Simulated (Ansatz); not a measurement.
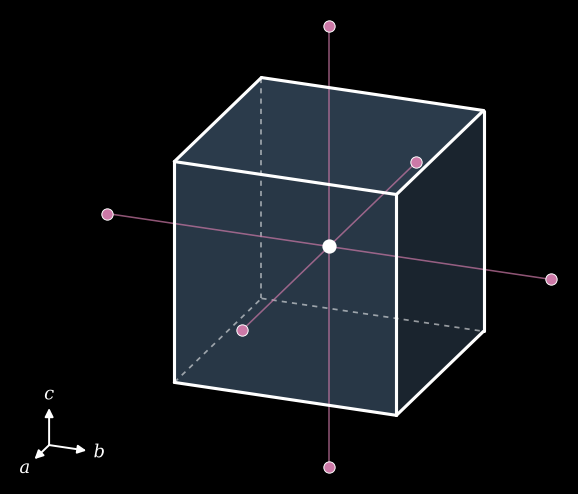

For Zn3GeN, the end point of a relaxation with Ansatz 0.2.0, DFT PBE, scalar-relativistic, plane waves, PAW; the starting structure was generated, so it need not be a known form of this composition: the Wigner–Seitz cell of the crystal's lattice, with lines to the lattice points that define its faces. Geometry calculated from the standardised cell; symmetry tolerance 0.002 Å.

a = 4.189 Å, b = 4.189 Å, c = 4.189 Å, α = 90.00°, β = 90.00°, γ = 90.00°; lattice centring P.

Which of Fedorov's five parallelohedra is it?

A parallelepiped: 6 faces (6 with 4 edges), 12 edges, 8 vertices. Its volume is that of the primitive cell, 73.5 Å³.

Which lattice vectors do the faces bisect?

```
example  length (Å)  faces  edges of each  area (Å²)
      a        4.19      6              4       17.5
```
